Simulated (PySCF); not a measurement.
# BrClFGeH: what the fields show

```json
{"atom": "F", "x (Å)": "-0.1735", "y (Å)": "1.3321", "z (Å)": "-1.0642"}
{"atom": "Ge", "x (Å)": "-0.0751", "y (Å)": "0.0375", "z (Å)": "0.1156"}
{"atom": "Cl", "x (Å)": "-1.5264", "y (Å)": "-1.3643", "z (Å)": "-0.4087"}
{"atom": "Br", "x (Å)": "2.0324", "y (Å)": "-0.7864", "z (Å)": "-0.0756"}
{"atom": "H", "x (Å)": "-0.2488", "y (Å)": "0.7839", "z (Å)": "1.4157"}
```

Geometry: GFN2-xTB.

These are results of PBE0/def2-SVPD, SCF density, gas phase (PySCF), not measurements.

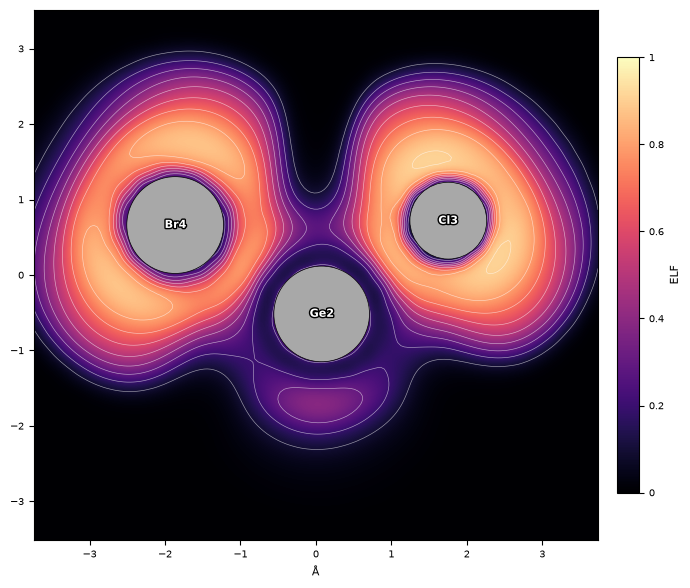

Figure 1. Electron localisation function on the plane of atoms Cl3, Ge2 and Br4. Grey discs cover the atomic cores.

Interpret the plot.

Answer.
- The section cuts through Ge, Cl and Br sites.
- Ge–Cl (2.08 Å): the ELF peaks at about 0.85 in the valence shell of Cl, 0.8 Å from its nucleus, and is about 0.65 at the midpoint.
- Ge–Br (2.27 Å): the ELF peaks at about 0.80 in the valence shell of Br, 1.0 Å from its nucleus, and is about 0.75 at the midpoint.
- The ELF also peaks beside Br4 and Cl3, away from the bonds: lone-pair regions.

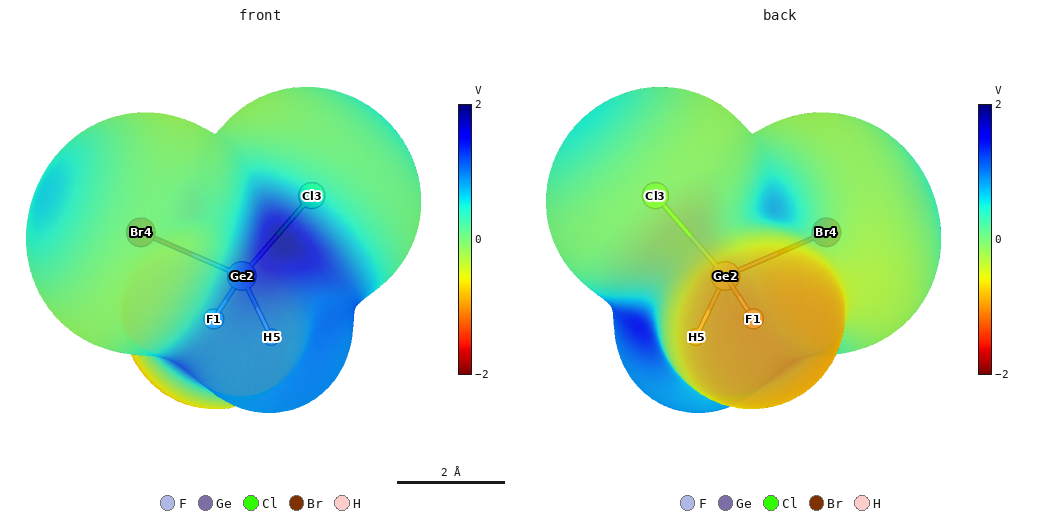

Figure 2. The molecular electrostatic potential painted on the density surface at 0.001 e/bohr³, seen from the front and from behind; the colour scale runs from red (negative) to blue (positive).

Which sites attract a positive test charge, and which a negative one?

Answer. A positive charge is drawn to the negative regions and a negative charge to the positive ones. The most negative region (about −1.0 V) lies over F1, the most positive (about +1.6 V) over Ge2. Cl3 shows a σ-hole: about +0.5 V at the tip opposite its bond, against about 0.0 V on its flanks. Br4 shows a σ-hole: about +0.6 V at the tip opposite its bond, against about −0.1 V on its flanks.

What dipole moment does the calculation give?

Answer. Its dipole moment is 1.99 D.
